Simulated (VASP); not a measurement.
Band structure of Co (relaxed from the simple-cubic structure, space group Pm-3m). Computed with PBEsol GGA, VASP's PBE PAW potentials (set 64) (plane waves; VASP).

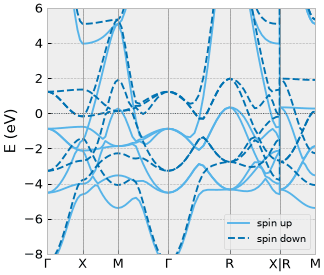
Bands along high-symmetry lines, zero at the valence-band maximum or, without a gap, the Fermi level

### Question
Read the plot: is there a gap, and where are the band edges?

### Answer
It has no gap at this level: it comes out as a metal or semimetal. (Edges off the drawn lines would not show.)

The structure was generated: Co was put into the simple-cubic type (Pm-3m), which need not be its known phase. It was relaxed first.
